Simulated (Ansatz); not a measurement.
# C3H4AlF (SMILES C#[C][Al]([CH3])[F]) at wB97X/cc-pVDZ

Aim: the electronic atomisation energy of C3H4AlF at wB97X/cc-pVDZ, from 5 runs. 

Program for the calculation: Ansatz 0.2.0.

60 further runs of the same task are left out: 60 set aside as unsound or not needed.

## (1) The system as given

C3H4AlF has 9 atoms, charge 0, and is taken as a singlet. As SMILES, `C#[C][Al]([CH3])[F]`. Geometry: relaxed at PBE0-D4/def2-TZVP.

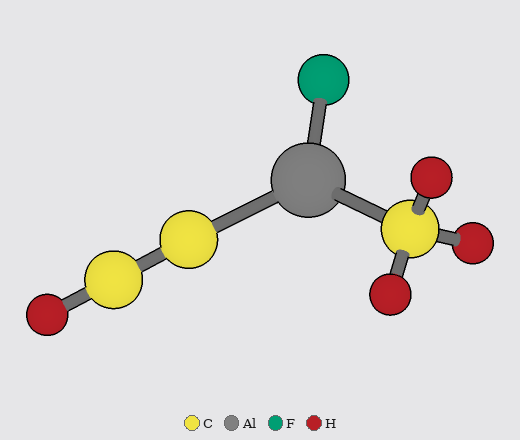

The structure, seen from a chosen angle (carbon yellow, aluminium grey, fluorine teal, hydrogen red).

## (2) The energy at wB97X/cc-pVDZ

run.yaml reads:

```yaml
crystal:
  periodic: [false, false, false]
  atoms:
    - {symbol: C, position_ang: [0.214800, 2.769900, 0.344200]}
    - {symbol: C, position_ang: [0.305500, 1.631300, -0.055000]}
    - {symbol: Al, position_ang: [0.406600, -0.178300, -0.626600]}
    - {symbol: C, position_ang: [-0.438400, -1.662200, 0.274100]}
    - {symbol: F, position_ang: [1.286200, -0.460300, -1.993400]}
    - {symbol: H, position_ang: [0.139200, 3.776200, 0.690400]}
    - {symbol: H, position_ang: [-1.159600, -2.156900, -0.383600]}
    - {symbol: H, position_ang: [0.298900, -2.419800, 0.555700]}
    - {symbol: H, position_ang: [-0.964600, -1.346100, 1.177300]}
basis:
  gaussian:
    orbitals: cc-pVDZ
hamiltonian:
  xc: {name: wB97X}
accuracy: high
output:
  orbitals: {seedname: orbitals}
```

Started as:

```
$ ansatz run run.yaml --threads 1 --pin off --max-ram 3480MiB --events-out events.jsonl --progress --plain --runs-dir runs
```

What it wrote:

```text
Warning: RAYON_NUM_THREADS=1 ignored (pool sized by the plan → 1); use --threads N
Functional definition: wB97X
  name "wB97X"
  parameter omega = 0.3/bohr
  parameter cx = 0.157706
  parameter cx1 = 0.726479
  parameter cx2 = 1.04760
  parameter cx3 = -5.70635
  parameter cx4 = 13.2794
  parameter css1 = -4.33879
  parameter css2 = 18.2308
  parameter css3 = -31.7430
  parameter css4 = 17.2901
  parameter cos1 = 2.37031
  parameter cos2 = -11.3995
  parameter cos3 = 6.58405
  parameter cos4 = -3.78132
  exchange = spin_sum(e_x_unif_sr(omega)*poly(b97_u_x, 1 - cx, cx1, cx2, cx3, cx4)) + cx*exact_x_sr(omega)
      + exact_x_lr(omega)
  correlation = spin_sum(e_c_pw_same_spin*poly(b97_u_same, 1, css1, css2, css3, css4))
      + integral(e_c_pw_opposite_spin*poly(b97_u_opposite, 1, cos1, cos2, cos3, cos4))
2085 factors; integrals over basis functions are off by at most 7.7e-9 eV
423 factors; integrals over basis functions are off by at most 2.2e-9 eV
mean field evaluation 1: about -12483.8836 eV, gradient 4.9e1 eV
mean field evaluation 2: about -12485.7885 eV, gradient 4.4e1 eV
mean field evaluation 4: about -12488.9609 eV, gradient 1.3e0 eV
mean field evaluation 8: about -12489.0813 eV, gradient 8.9e-2 eV
mean field evaluation 16: about -12489.0813 eV, gradient 4.6e-5 eV
mean field -12489.08131385 eV, -458.9652728808 hartree, gradient 3.6e-8 eV, S^2 0.000000; 0 other end points of the search recorded, 0 dependent functions left out
reference -12489.08131012 eV, -458.9652727437 hartree; 22, 22 occupied and 72, 72 virtual orbitals, 2085 factors
Total energy: -12489.08131012 eV, -458.9652727437 hartree
```

It took 14 s on 1 thread of AMD EPYC 9R45 (Zen 5), shared host; peak memory 0.57 GiB.

## (3) The Al atom

input.yaml reads:

```yaml
crystal:
  periodic: [false, false, false]
  atoms:
    - {symbol: Al, position_ang: [0.000000, 0.000000, 0.000000]}
basis:
  gaussian: {orbitals: cc-pVDZ}
hamiltonian: {xc: {name: wB97X}}
magnetization: {spin_polarized: true, initial_magnetization: 1}
accuracy: high
```

Run the same way, it converges to -242.34810 Eh (log not shown).

## (4) The C atom

molecule.yaml reads:

```yaml
crystal:
  periodic: [false, false, false]
  atoms:
    - {symbol: C, position_ang: [0.000000, 0.000000, 0.000000]}
basis:
  gaussian: {orbitals: cc-pVDZ}
magnetization: {spin_polarized: true, initial_magnetization: 2}
hamiltonian: {xc: {name: wB97X}}
accuracy: high
```

Run the same way, it converges to -37.83957 Eh (log not shown).

## (5) The F atom at the same level

in.yaml reads:

```yaml
crystal:
  periodic: [false, false, false]
  atoms:
    - symbol: F
      position_ang: [0.000000, 0.000000, 0.000000]
basis:
  gaussian:
    orbitals: cc-pVDZ
magnetization:
  spin_polarized: true
  initial_magnetization: 1
hamiltonian:
  xc: {name: wB97X}
accuracy: high
```

Started as:

```
$ ansatz run in.yaml --threads 1 --pin off --max-ram 3480MiB --events-out events.jsonl --progress --plain --runs-dir runs
```

What it wrote, shortened:

```text
Warning: RAYON_NUM_THREADS=1 ignored (pool sized by the plan → 1); use --threads N
[... 2 set-up lines as earlier in the session ...]
[...]
      + exact_x_lr(omega)
[...]
      + integral(e_c_pw_opposite_spin*poly(b97_u_opposite, 1, cos1, cos2, cos3, cos4))
96 factors; integrals over basis functions are off by at most 1.1e-8 eV
51 factors; integrals over basis functions are off by at most 3.6e-10 eV
[...]
mean field -2713.12293730 eV, -99.7054289251 hartree, gradient 1.4e-8 eV, S^2 0.751039; 0 other end points of the search recorded, 0 dependent functions left out
reference -2713.12293695 eV, -99.7054289121 hartree; 5, 4 occupied and 9, 10 virtual orbitals, 96 factors
Total energy: -2713.12293695 eV, -99.7054289121 hartree
```

Run time: 0.7 s. Hardware: 1 thread of AMD EPYC 9R45 (Zen 5), shared host; peak memory 0.14 GiB.

## (6) The H atom

job.yaml reads:

```yaml
crystal:
  periodic: [false, false, false]
  atoms:
    - symbol: H
      position_ang: [0.000000, 0.000000, 0.000000]
basis:
  gaussian:
    orbitals: cc-pVDZ
magnetization:
  spin_polarized: true
  initial_magnetization: 1
hamiltonian:
  xc: {name: wB97X}
accuracy: high
```

Started as:

```
$ ansatz run job.yaml --threads 1 --pin off --max-ram 3480MiB --events-out events.jsonl --progress --plain --runs-dir runs
```

What it wrote, shortened:

```text
Warning: RAYON_NUM_THREADS=1 ignored (pool sized by the plan → 1); use --threads N
[... 2 set-up lines as earlier in the session ...]
[...]
      + exact_x_lr(omega)
[...]
      + integral(e_c_pw_opposite_spin*poly(b97_u_opposite, 1, cos1, cos2, cos3, cos4))
15 factors; integrals over basis functions are off by at most 4.6e-8 eV
15 factors; integrals over basis functions are off by at most 9.8e-10 eV
[...]
mean field -13.62208925 eV, -0.5006025464 hartree, gradient 3.8e-9 eV, S^2 0.750000; 0 other end points of the search recorded, 0 dependent functions left out
reference -13.62208946 eV, -0.5006025542 hartree; 1, 0 occupied and 4, 5 virtual orbitals, 15 factors
Total energy: -13.62208946 eV, -0.5006025542 hartree
```

It took 0.28 s on 1 thread of AMD EPYC 9R45 (Zen 5), shared host.

## (7) What came out

Level: wB97X/cc-pVDZ.

| quantity | value |
| --- | --- |
| molecule: total energy | -458.96527 Eh |
| molecule: HOMO energy | -10.60 eV |
| molecule: LUMO energy | 0.94 eV |
| molecule: HOMO–LUMO gap | 11.55 eV |
| Al atom: total energy | -242.34810 Eh |
| Al atom: ⟨S²⟩ | 0.755 |
| C atom: total energy | -37.83957 Eh |
| C atom: ⟨S²⟩ | 2.004 |
| F atom: total energy | -99.70543 Eh |
| F atom: ⟨S²⟩ | 0.751 |
| H atom: total energy | -0.50060 Eh |
| H atom: ⟨S²⟩ | 0.750 |
| electronic atomisation energy | 37.840 eV |

**Reading.** Taking the molecule apart into free atoms costs 37.84 eV (873 kcal/mol), before zero-point energy and without spin-orbit coupling.
